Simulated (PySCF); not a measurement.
# C$_{4}$F$_{8}$, SMILES `FC1(F)C(F)(F)C(F)(F)C1(F)F`: electronic structure

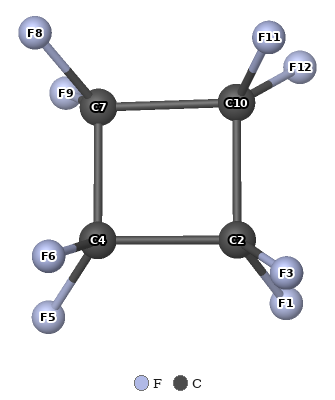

The molecule, with its atoms numbered as below. No frequency check shows the geometry to be a minimum.

Cartesian coordinates (Å):

```
F1      -1.2426   -1.2425    1.2159
C2      -0.7825   -0.7825    0.0493
F3      -1.4189   -1.4186   -0.9339
C4       0.7825   -0.7825   -0.0493
F5       1.4189   -1.4186    0.9339
F6       1.2426   -1.2425   -1.2159
C7       0.7825    0.7825    0.0493
F8       1.4189    1.4186   -0.9339
F9       1.2426    1.2425    1.2159
C10     -0.7825    0.7825   -0.0493
F11     -1.2426    1.2425   -1.2159
F12     -1.4189    1.4186    0.9339
```

## 1. Bonding charge

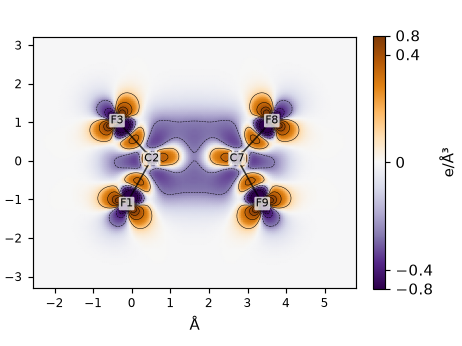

Deformation density (molecule less spherical, spin-averaged free atoms) in the plane of F1, C2, F3, C7, F8 and F9; colour scale in e/Å³, logarithmic beyond ±0.1; orange: gain, purple: loss.

Method: PBE/6-311G**; geometry: GFN2-xTB; program: PySCF.

> How much density has each bond in this plane gained at its critical point, relative to the free atoms?

C2–F3 and C7–F8: +0.04 e/Å³ at the bond critical point (bond length 1.33 Å, Mayer order 1.1); up to 0.6 Å beside the axis the gain reaches +0.25 e/Å³. F1–C2 and C7–F9: +0.04 e/Å³ at the bond critical point (bond length 1.34 Å, Mayer order 1.1); up to 0.6 Å beside the axis the gain reaches +0.25 e/Å³. In all, 2.6 electrons gather in the regions of gain relative to the promolecule. A small or negative value marks a very polar bond, one between electron-rich atoms, whose free-atom densities already overlap strongly, a long bond to a heavier atom, or a closed-shell contact such as a hydrogen bond.

> Where do the Hirshfeld charges lie?

The highest Hirshfeld charge is on C2, C4, C7 and C10 (+0.13 e), the lowest on F3, F5, F8 and F12 (−0.07 e).

| atom | charge (e) |
| --- | --- |
| F1 | −0.06 |
| C2 | +0.13 |
| F3 | −0.07 |
| C4 | +0.13 |
| F5 | −0.07 |
| F6 | −0.06 |
| C7 | +0.13 |
| F8 | −0.07 |
| F9 | −0.06 |
| C10 | +0.13 |
| F11 | −0.06 |
| F12 | −0.07 |

## 2. Bond critical points

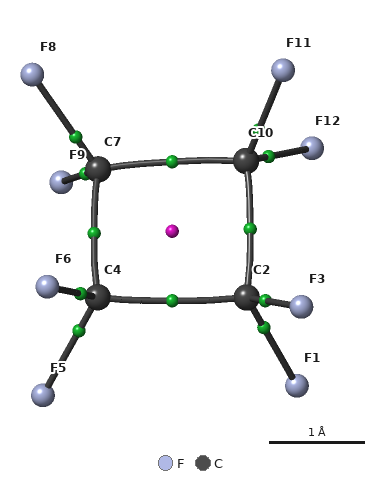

Molecular graph of the electron density (QTAIM): bond paths, bond critical points (green), ring points (magenta, if any); weak paths are dashed.

> How many critical points of each kind are there, and does the count close?

12 nuclei, 12 bond, 1 ring and 0 cage critical points: 12 − 12 + 1 − 0 = 1, as the Poincaré–Hopf relation requires.

> Tabulate density, Laplacian, ellipticity and energy density at the bond critical points (atomic units).

```json
{"bond": "C2–F3 (4 alike)", "length (Å)": "1.333", "ρ (a.u.)": "0.276", "∇²ρ (a.u.)": "−0.08", "ε": "0.17", "H (a.u.)": "−0.377"}
{"bond": "F1–C2 (4 alike)", "length (Å)": "1.336", "ρ (a.u.)": "0.274", "∇²ρ (a.u.)": "−0.09", "ε": "0.17", "H (a.u.)": "−0.374"}
{"bond": "C4–C7 (4 alike)", "length (Å)": "1.568", "ρ (a.u.)": "0.246", "∇²ρ (a.u.)": "−0.54", "ε": "0.06", "H (a.u.)": "−0.190"}
```

> What kind of interaction is C4–C7?

Shared-shell (covalent): ρ = 0.246, ∇²ρ = −0.54, H = −0.190 a.u.

## 3. Local ionisation energy

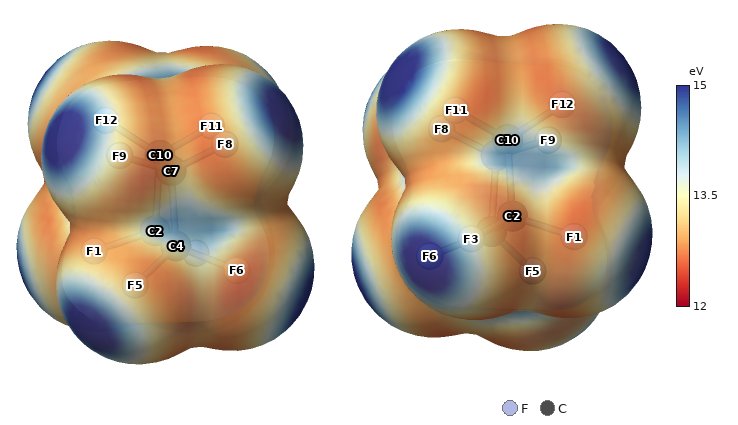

Average local ionisation energy on the surface of electron density 0.001 a.u. (back view left, front view right).

> Where are the most loosely bound electrons on this surface?

The lowest value is 12.7 eV, 1.7 Å from F8, and at like points elsewhere. For comparison, the highest occupied orbital lies at −7.6 eV.

> What volume does the surface enclose, and what is the dipole moment?

About 133 Å³; the dipole moment is 0.0 D.

## 4. Excited states

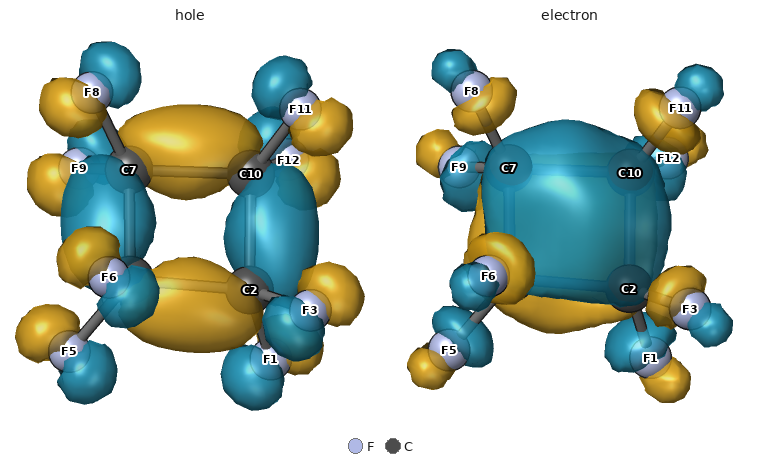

Leading natural transition orbital pair of S₁ (TDA singlet states); the surfaces enclose about 78 % of each orbital's density.

Computed with PySCF, CAM-B3LYP/6-31G*, geometry: GFN2-xTB. Without diffuse functions Rydberg states are missing, so the states' numbers hold for this basis only.

> Give its energy and the atoms that hole and electron lie on.

6.81 eV (182 nm), f = 0.000 (dark); the leading pair carries 99 %; hole on C2, C4, C7 and C10 (13 % each) and F1, F3, F5, F6, F8, F9, F11 and F12 (6 % each), electron on C2, C4, C7 and C10 (14 % each) and F1, F6, F9 and F11 (6 % each); their centroids lie 0.0 Å apart. In canonical orbitals it is mainly HOMO → LUMO (99 %). The HOMO–LUMO gap is 11.12 eV.

## 5. In an electric field

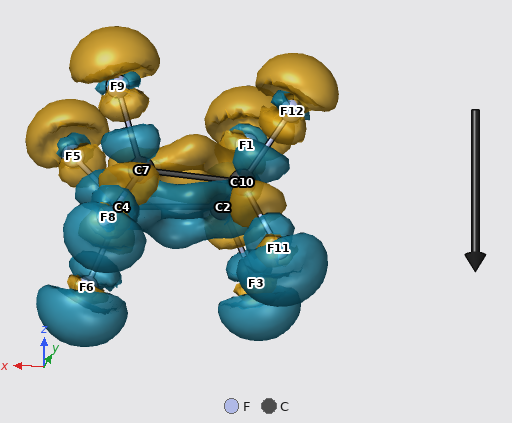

Change of the electron density in a uniform field of 0.21 V/Å along −z (arrow), surfaces at ±0.002 e/Å³ (yellow: gain, teal: loss).

PySCF calculation, PBE0/cc-pVDZ, gas phase; geometry: GFN2-xTB. A basis without diffuse functions makes polarisabilities too small.

> What dipole is induced, and what polarisability does it imply?

The induced dipole is 0.41 D (along the field); α along this axis, from the fields in both directions, is 40 bohr³ (5.9 Å³).

> Which atoms gain and lose the most charge?

Electrons gather most on F1 and F9 alike (Hirshfeld charge changes by −0.007 e) and leave F6 and F11 alike most (+0.007 e); 0.045 electrons are displaced in all.

## 6. Removing or adding an electron

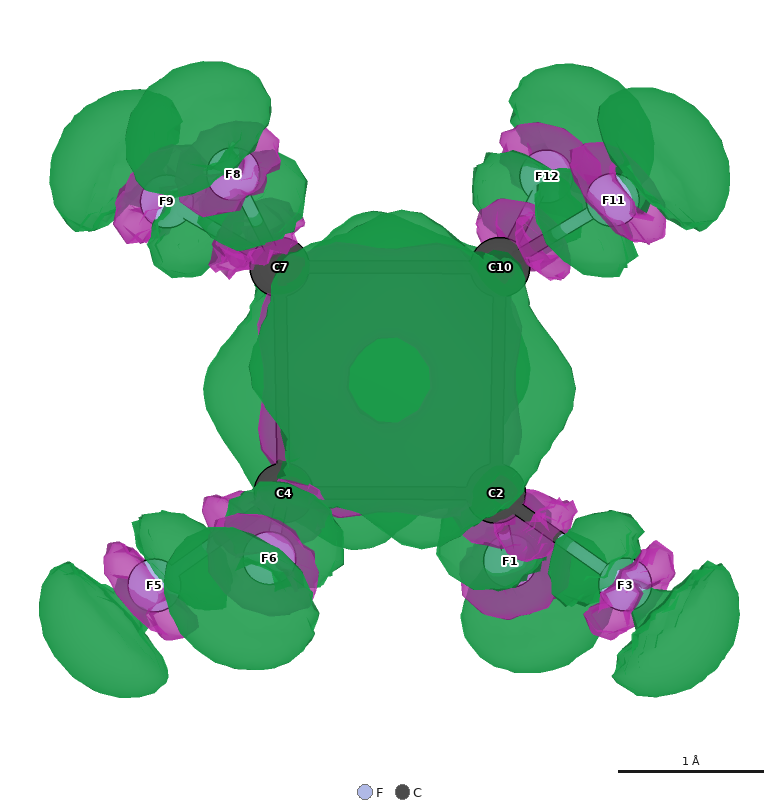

Fukui function f⁺ = ρ(N+1) − ρ(N) at fixed geometry, surfaces at ±0.03 e/Å³ (green positive, purple negative).

Method: ωB97X/6-31G*; geometry: GFN2-xTB; program: PySCF.

> Which atoms respond most to the addition of an electron?

f⁺ (Hirshfeld-condensed) is largest on F1, F6, F9 and F11 (0.09 each), C2, C4, C7 and C10 (0.08 each) and F3, F5, F8 and F12 (0.08 each); the vertical electron affinity is −1.73 eV (the stability of the anion's solution wasn't checked; negative, but this basis has no diffuse functions, so it doesn't show that the anion is unbound). Condensed values hint at sites of nucleophilic attack but needn't mark the atom that reacts. Shares this close don't rank the sites. Orbital relaxation makes it negative in places (0.21 e in all).

## 7. Localised orbitals

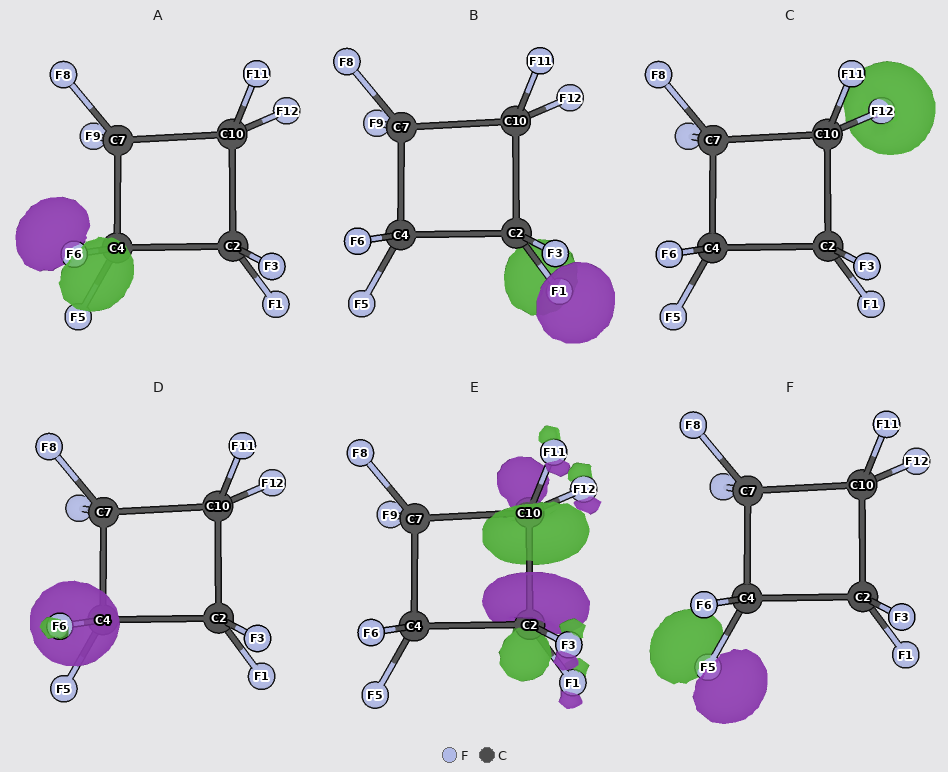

Intrinsic bond orbitals (IBO), occupied and valence-virtual; each surface holds about 70 % of the orbital's density. Energies are diagonal elements of the Fock matrix.

Computed with PySCF, PBE0/def2-SVP, geometry: GFN2-xTB.

> What does each orbital represent in a Lewis picture?

By panel:
- A: lone pair on F6 (p-type) (F6 97 %; −13.6 eV)
- B: lone pair on F1 (p-type) (F1 96 %; −13.8 eV)
- C: lone pair on F12 (sp0.4-type) (F12 100 %; −25.2 eV)
- D: σ bond F6–C4 (F6 68 %, C4 32 %; −27.2 eV)
- E: σ* orbital C10–C2 (C10 47 %, C2 47 %; 6.6 eV)
- F: lone pair on F5 (p-type) (F5 97 %; −13.5 eV)

> How do all the valence pairs divide up?

36 pairs: 24 lone pairs and 12 σ bonds.
